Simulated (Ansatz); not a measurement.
# AlB2H5O: basis-set convergence

How large a basis does AlB2H5O need? Two functionals are run in growing sets.

Program: Ansatz 0.2.0, Gaussian basis. Level of theory: one geometry, several basis sets. These are calculated values, not measurements.

Levels to be run: PBE0-D4/def2-SVP; ωB97M-V/def2-SVP; PBE0-D4/def2-QZVPP; ωB97M-V/def2-QZVPP; the functionals' def2-TZVPP values are taken from earlier runs.

## 1. The relaxed structure

The geometry comes from an earlier relaxation with PBE0-D4 in a triple-zeta def2 set; it is a stationary point, not always the lowest conformer.

9 atoms, charge 0, spin multiplicity 1.

Atoms are counted from 1 here; the program's logs count them from 0.

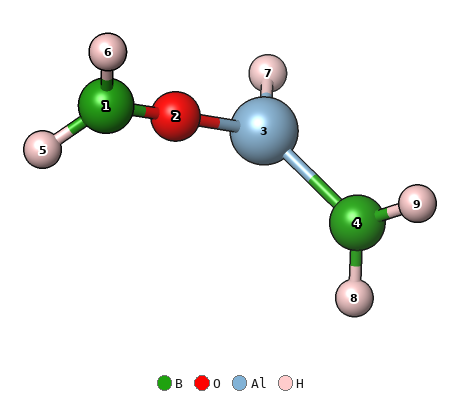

The geometry (boron green, oxygen red, aluminium light blue, hydrogen pink); atoms are numbered from 1 in the order of the file.

## 2. PBE0-D4 in def2-SVP

The input, in.yaml:

```yaml
crystal:
  periodic: [false, false, false]
  atoms:
    - {symbol: B, position_ang: [-0.500297, 1.741392, -1.308665]}
    - {symbol: O, position_ang: [0.119158, 0.722006, -0.717450]}
    - {symbol: Al, position_ang: [0.894157, -0.575978, 0.044511]}
    - {symbol: B, position_ang: [-0.192327, -1.603394, 1.548447]}
    - {symbol: H, position_ang: [-1.161177, 1.545089, -2.297178]}
    - {symbol: H, position_ang: [-0.397308, 2.850093, -0.847539]}
    - {symbol: H, position_ang: [2.366625, -0.888027, -0.453773]}
    - {symbol: H, position_ang: [-0.893120, -2.546350, 1.309261]}
    - {symbol: H, position_ang: [-0.147410, -1.291231, 2.705185]}
basis:
  gaussian: {orbitals: def2-SVP}
hamiltonian: {xc: pbe0, dispersion: d4}
output: {orbitals: {seedname: orbitals}}
```

The run is started by

```sh
$ ansatz run in.yaml --threads 2 --pin off --events-out ev --progress --plain --max-ram 4352MiB
```

Standard output:

```text
Functional definition: PBE0
  name "PBE0"
  cite "Adamo & Barone, J. Chem. Phys. 110, 6158 (1999) doi:10.1063/1.478522"
  cite "Perdew, Burke & Ernzerhof, Phys. Rev. Lett. 77, 3865 (1996) doi:10.1103/PhysRevLett.77.3865"
  parent pbe
  parameter a = 0.25
  parameter kappa = 0.804
  parameter beta = 0.06672455060314922
  exchange = (1 - a)*pbe_x(kappa = kappa, mu = beta*pi^2/3) + a*exact_x
  correlation = pbe_c(beta = beta)
967 factors; their error is unknown
mean field evaluation 1: about -10061.7071 eV, gradient 4.8e1 eV
mean field evaluation 2: about -10049.7299 eV, gradient 9.1e1 eV
mean field evaluation 4: about -10066.2238 eV, gradient 2.5e0 eV
mean field evaluation 8: about -10066.2448 eV, gradient 5.0e-2 eV
mean field evaluation 16: about -10066.3430 eV, gradient 4.9e-5 eV
mean field -10066.34299888 eV, -369.9312819966 hartree, gradient 4.9e-5 eV, S^2 0.000000; 0 other end points of the search recorded, 0 dependent functions left out
reference -10066.34303208 eV, -369.9312832167 hartree; 18, 18 occupied and 67, 67 virtual orbitals, 967 factors
Total energy: -10066.45470585 eV, -369.9353871519 hartree
```

It took 0.9 s on 2 threads of Arm Neoverse V2, shared host.

## 3. ωB97M-V in def2-SVP

in.yaml: that of step 2 with these lines changed.

```diff
@@ -14,3 +14,3 @@
   gaussian: {orbitals: def2-SVP}
-hamiltonian: {xc: pbe0, dispersion: d4}
+hamiltonian: {xc: {name: wB97M-V}}
 output: {orbitals: {seedname: orbitals}}
```

Launched as before.

Standard output, cut to the lines that bear on the results:

```text
Functional definition: wB97M-V
  name "wB97M-V"
  cite "Mardirossian & Head-Gordon, J. Chem. Phys. 144, 214110 (2016) doi:10.1063/1.4952647"
  cite "Becke, J. Chem. Phys. 107, 8554 (1997) doi:10.1063/1.475007"
  cite "Vydrov & Van Voorhis, J. Chem. Phys. 133, 244103 (2010) doi:10.1063/1.3521275"
  # Of w^i u^j: cxij and so on, Table III.
[...]
  gx(w, u) = 1 - cx + cx01*u + cx10*w
  gss(w, u) = css00 + css04*u^4 + css10*w + css20*w^2 + css43*w^4*u^3
  gos(w, u) = cos00 + cos10*w + (cos20 + cos21*u)*w^2 + (cos60 + cos61*u)*w^6
[...]
      + integral(e_c_pw_mod_opposite_spin*gos(b97_w_opposite, b97_u_opposite)) + vv10(b, c)
948 factors; their error is unknown
278 factors; integrals over basis functions are off by at most 1.3e-5 eV
[...]
mean field -10071.66094085 eV, -370.1267127593 hartree, gradient 3.9e-5 eV, S^2 0.000000; 0 other end points of the search recorded, 0 dependent functions left out
reference -10071.66099276 eV, -370.1267146669 hartree; 18, 18 occupied and 67, 67 virtual orbitals, 948 factors
Total energy: -10071.66099276 eV, -370.1267146669 hartree
```

Wall time 3.8 s (2 threads of Arm Neoverse V2, shared host).

## 4. PBE0-D4 in def2-QZVPP

in.yaml: that of step 3 with these lines changed.

```diff
@@ -13,4 +13,4 @@
 basis:
-  gaussian: {orbitals: def2-SVP}
-hamiltonian: {xc: {name: wB97M-V}}
+  gaussian: {orbitals: "def2-QZVPP.json"}
+hamiltonian: {xc: pbe0, dispersion: d4}
 output: {orbitals: {seedname: orbitals}}
```

Same command.

Standard output:

```text
Functional definition: PBE0
  name "PBE0"
  cite "Adamo & Barone, J. Chem. Phys. 110, 6158 (1999) doi:10.1063/1.478522"
  cite "Perdew, Burke & Ernzerhof, Phys. Rev. Lett. 77, 3865 (1996) doi:10.1103/PhysRevLett.77.3865"
  parent pbe
  parameter a = 0.25
  parameter kappa = 0.804
  parameter beta = 0.06672455060314922
  exchange = (1 - a)*pbe_x(kappa = kappa, mu = beta*pi^2/3) + a*exact_x
  correlation = pbe_c(beta = beta)
1295 factors; their error is unknown
mean field evaluation 1: about -10066.8495 eV, gradient 5.8e1 eV
mean field evaluation 2: about -10049.0789 eV, gradient 1.1e2 eV
mean field evaluation 4: about -10073.0470 eV, gradient 4.0e0 eV
mean field evaluation 8: about -10073.0930 eV, gradient 2.8e-2 eV
mean field -10073.09711250 eV, -370.1794910938 hartree, gradient 6.0e-5 eV, S^2 0.000000; 0 other end points of the search recorded, 0 dependent functions left out
reference -10073.09716156 eV, -370.1794928967 hartree; 18, 18 occupied and 373, 373 virtual orbitals, 1295 factors
Total energy: -10073.20883532 eV, -370.1835968319 hartree
```

Wall time 5.5 s (2 threads of Arm Neoverse V2, shared host); peak memory 0.95 GiB.

## 5. ωB97M-V in def2-QZVPP

in.yaml: that of step 4 with these lines changed.

```diff
@@ -14,3 +14,3 @@
   gaussian: {orbitals: "def2-QZVPP.json"}
-hamiltonian: {xc: pbe0, dispersion: d4}
+hamiltonian: {xc: {name: wB97M-V}}
 output: {orbitals: {seedname: orbitals}}
```

Launched as before.

Standard output, cut to the lines that bear on the results:

```text
Functional definition: wB97M-V
  name "wB97M-V"
  cite "Mardirossian & Head-Gordon, J. Chem. Phys. 144, 214110 (2016) doi:10.1063/1.4952647"
  cite "Becke, J. Chem. Phys. 107, 8554 (1997) doi:10.1063/1.475007"
  cite "Vydrov & Van Voorhis, J. Chem. Phys. 133, 244103 (2010) doi:10.1063/1.3521275"
  # Of w^i u^j: cxij and so on, Table III.
[...]
  gx(w, u) = 1 - cx + cx01*u + cx10*w
  gss(w, u) = css00 + css04*u^4 + css10*w + css20*w^2 + css43*w^4*u^3
  gos(w, u) = cos00 + cos10*w + (cos20 + cos21*u)*w^2 + (cos60 + cos61*u)*w^6
[...]
      + integral(e_c_pw_mod_opposite_spin*gos(b97_w_opposite, b97_u_opposite)) + vv10(b, c)
1252 factors; their error is unknown
381 factors; integrals over basis functions are off by at most 1.2e-5 eV
[...]
mean field -10078.57494497 eV, -370.3807977241 hartree, gradient 8.6e-5 eV, S^2 0.000000; 0 other end points of the search recorded, 0 dependent functions left out
reference -10078.57502688 eV, -370.3808007344 hartree; 18, 18 occupied and 373, 373 virtual orbitals, 1252 factors
Total energy: -10078.57502688 eV, -370.3808007344 hartree
```

It took 16 s on 2 threads of Arm Neoverse V2, shared host; peak memory 1.1 GiB.

## 6. Density functionals: the series

The def2-TZVPP values come from earlier runs at the same geometry.

```
functional       basis  functions  energy (eV)  from the largest (eV)  HOMO (eV)  LUMO (eV)
   PBE0-D4    def2-SVP         85  -10066.4547                  6.754      -7.73      -2.58
   PBE0-D4  def2-TZVPP        205  -10072.7842                  0.425      -7.73      -2.61
   PBE0-D4  def2-QZVPP        391  -10073.2088                  0.000      -7.73      -2.62
   ωB97M-V    def2-SVP         85  -10071.6610                  6.914      -9.82      -0.50
   ωB97M-V  def2-TZVPP        205  -10078.1722                  0.403      -9.86      -0.65
   ωB97M-V  def2-QZVPP        391  -10078.5750                  0.000      -9.86      -0.70
```

## 7. Results

| quantity | value |
| --- | --- |
| PBE0-D4: double and triple zeta above quadruple | 6.75, 0.42 eV |
| ωB97M-V: double and triple zeta above quadruple | 6.91, 0.40 eV |

**Reading.** PBE0-D4 gains 6.33 eV from double to triple zeta, then 0.42 eV more. These are total energies; as a rule much of such shifts cancels in differences, which this series doesn't test.

For PBE0-D4 the largest set took about 6 times as long as the smallest (5.5 s against 0.9 s).
